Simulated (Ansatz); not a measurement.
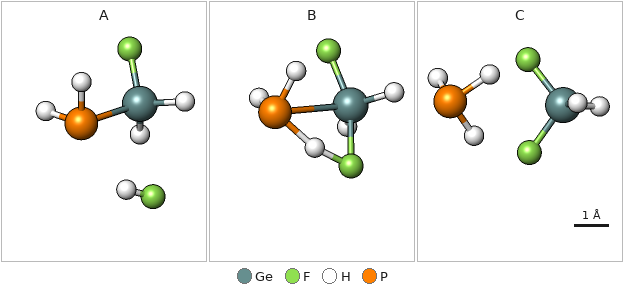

3 geometries from a converged minimum-energy path of GePH₅F₂, made up at the start of GeH2F2 and PH3, shuffled. A ball-and-stick model, seen at a tilt.

Method: RKS PBE0-D4/def2-SVP in Ansatz. Set-up: 5 movable images; climbing image; force threshold 0.03 eV/Å; iteration limit 60; starting path through a guess of the saddle point.

Question: Which of them lies highest in energy?

Answer: B. In order along the path, whose images run from 0 to 6: C (image 1, 0.0 kcal/mol), B (image 3, +40.7 kcal/mol), A (image 6, +6.0 kcal/mol). Breaking: F–Ge (1.73 → 2.97 Å), H–P (1.43 → 2.37 Å). Forming: F–H (2.66 → 0.93 Å), Ge–P (3.97 → 2.32 Å).

Limits of the set-up: the start holds two separate molecules, 2.7 Å apart at their closest, whose relative position is a soft coordinate.

The run took 5.4 min on 2 threads of Intel(R) Xeon(R) Platinum 8488C (Sapphire Rapids) (shared host), peak memory 0.25 GiB.
